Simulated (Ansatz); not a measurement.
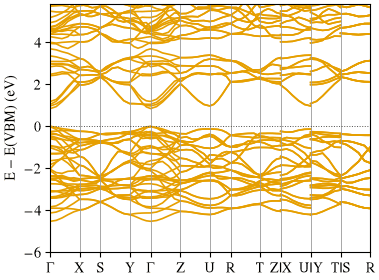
Figure: Band structure from the program Ansatz at the LDA level (PAW)

### Question
Read off the gap and where the band edges lie.

### Answer
About 0.8 eV (0.85 eV by a search for the band edges); maximum at Γ, minimum at Γ.

The material is BaZrS₃ in space group Pnma (No. 62; Ba on 4c, Zr on 4a, S on 4c, S on 8d).

The LDA relaxation kept the symmetry of its start; of distortions, only those at the zone centre were tested. No spin polarisation was allowed. Scalar-relativistic: spin–orbit coupling is off unless named, which matters more the heavier the elements.

Potentials: the later of the program's two PAW sets.
